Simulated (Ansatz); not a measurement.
**Fields on a plane of Ge (space group P4_32_12)**

```
CELL_PARAMETERS angstrom
      5.92896     0.00000     0.00000
      0.00000     5.92896     0.00000
      0.00000     0.00000     6.95422
ATOMIC_POSITIONS crystal
  Ge 0.08837 0.08837 0.00000
  Ge 0.41163 0.58837 0.75000
  Ge 0.91163 0.91163 0.50000
  Ge 0.58837 0.41163 0.25000
  Ge 0.17187 0.36905 0.25768
  Ge 0.13095 0.67187 0.00768
  Ge 0.82813 0.63095 0.75768
  Ge 0.86905 0.32813 0.50768
  Ge 0.67187 0.13095 0.99232
  Ge 0.63095 0.82813 0.24232
  Ge 0.32813 0.86905 0.49232
  Ge 0.36905 0.17187 0.74232
```

The slice is a (001) plane (indices of the conventional cell) through the point (0.131, 0.672, 0.008) (fractional), spanned by u = [100] and v = [010] in vectors of this cell: u (5.93 Å) and v (5.93 Å, at 90° to u). It covers one period; positions are fractions (u, v).

Atoms on it: Ge at (0.96, 0.42), 0.1 Å off the plane; Ge at (0.00, 0.00); Ge at (0.54, 0.46), 0.1 Å off the plane. Other atoms lie within 1 Å of the plane.

All values below come from PBEsol (plane waves to 420 eV, PAW, scalar-relativistic; Ansatz, a program for electronic structure). k mesh 5×5×4. Inside the PAW spheres the values are not all-electron values, and peaks at nuclei hang on which shells count as valence. Ge was relaxed with its symmetry unable to fall. This is one of several known forms of Ge; the measured ambient cells at hand have space group No. 227.

```
|  :+*+-:..          .:-=+=: |
|::=++=-:..          ..:=++-:|
|=++++-::..           .:-=++=|
|*++=-::..            ..:-=++|
|===-:..     ....      ..:-==|
|-::...     ......      ..::-|
|....       ..:::..       ...|
|..        ..::--::.        .|
|..        .:--==--:.       .|
|...       .:=++*+=-:..    ..|
|:::.     .:-+****+=-::.....:|
|==-:.    .:=+*++++++=-:::::-|
|=+=-:.  .:-++=-::=***+=-----|
|-=+=:.  .:-++-.  :+#%#*+-:::|
|.-==:.  .:=+=:   .+%@%#*-.  |
| :--:.  .:=+=:   .+%@%%*-   |
| :--:.  .:-++-...-+#%##+-   |
|.:-:.   ..-=+=---=+**+++-.  |
|-=-:.    .:-=+++=====--=---:|
|*+=:.    ..:-====--::::-=++*|
|%#+-.     ..:----::....:-+#%|
|@%+-:.     ..::::..   .:-*%@|
|@%*=:.      ......    .:=*%@|
|@%#+-:.      ....     .:=*%@|
|***+=-:.             ..:=***|
|::=++=:..            .:-=+-:|
|  :=+=-:.           ..:-==: |
|  :=*+-:..          .:-==-. |
```
Scale: ten equal steps from 0.001 (start of ' ') to 0.025 (end of '@'), in the order ' .:-=+*#%@'. Values: density of the highest valence band (whole band, smooth part) in e/Å³. The map has 28 points along u (one character each, u = 0 at the left) and 28 along v (v = 0 in the bottom row). 

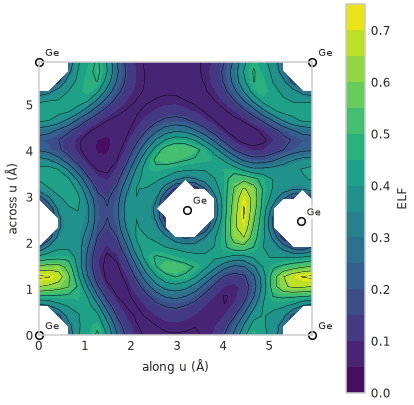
Figure. Electron localisation function (ELF), one period of the plane, atoms marked. Points within 0.5 Å of a nucleus are left white, as the pseudised field means little there.
